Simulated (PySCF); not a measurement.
**C₅H₁₄BNS (SMILES C[NH2+][BH2-][C@H]1C[C@H](S)C1): density, localisation and related maps**

```xyz
22

C    -3.3178    0.1324    0.5936
N    -1.9529    0.5179    0.2502
B    -0.9693   -0.7179   -0.2054
C     0.4424    0.0133   -0.5384
C     1.2301    0.6491    0.6326
C     2.5051   -0.0306    0.1296
S     3.6239    1.1627   -0.6978
C     1.6703   -0.8744   -0.8355
H    -3.9200    0.9863    0.9109
H    -3.2852   -0.6031    1.3941
H    -3.7805   -0.3338   -0.2735
H    -1.4921    0.9574    1.0422
H    -1.9521    1.1808   -0.5200
H    -0.9078   -1.4514    0.7324
H    -1.4741   -1.2138   -1.1630
H     0.3378    0.7511   -1.3414
H     1.2698    1.7387    0.6694
H     0.9336    0.2680    1.6105
H     3.1035   -0.5643    0.8703
H     4.3675    0.2465   -1.3134
H     1.5441   -1.8960   -0.4805
H     2.0133   -0.8995   -1.8685
```

Geometry: GFN2-xTB.

Computed with PBE0/pcSseg-1, SCF density, gas phase, non-relativistic in PySCF.

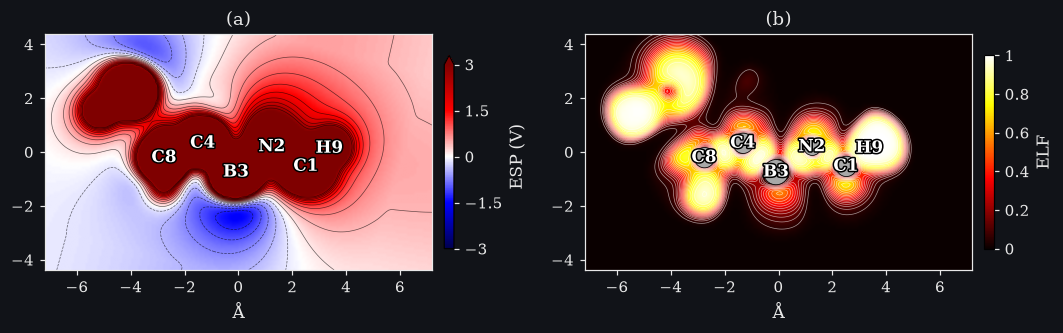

Figure 1. (a) molecular electrostatic potential; (b) ELF on the plane of atoms N2, B3 and C4. Grey discs cover the atomic cores in the ELF map.

### Read the bonding off the picture.

The section cuts through C, N, B and H sites.
C–N (1.46 Å): the ELF peaks at about 0.95 between the atoms, as expected for a shared electron pair.
C–C (1.54 Å): the ELF peaks at about 0.95 between the atoms: localised, covalent bonding.
C–B (1.62 Å): the ELF peaks at about 1 between the atoms: localised, covalent bonding.
B–N (1.64 Å): the ELF peaks at about 0.95 between the atoms (a polar covalent bond).
C–H (1.09 Å): the ELF climbs to about 1 towards the hydrogen, as it does in any bond to H: an ordinary covalent bond to hydrogen.
The ELF also peaks beside S7, away from the bonds: lone-pair regions.
Outside the dense part of the molecule the potential is most negative (−1.5 V) near H14, which lies off the plane.

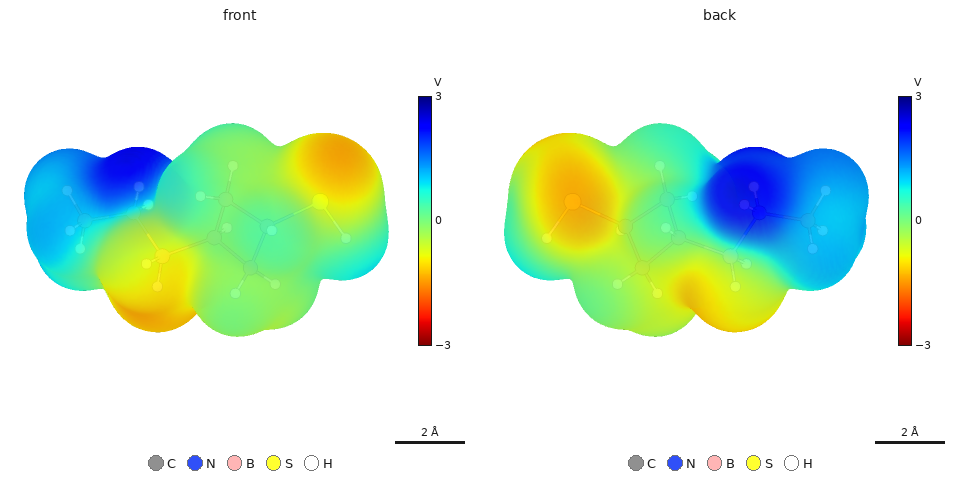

Figure 2. The electrostatic potential painted on the density surface at 0.002 e/bohr³, seen from the front and from behind; the colour scale runs from red (negative) to blue (positive).

### Which sites attract a positive test charge, and which a negative one?

A positive charge is drawn to the negative regions and a negative charge to the positive ones. The most negative region (about −1.4 V) lies over S7, the most positive (about +2.4 V) over H12 and H13.

### How polar is the molecule by this calculation?

Its dipole moment is 5.08 D.
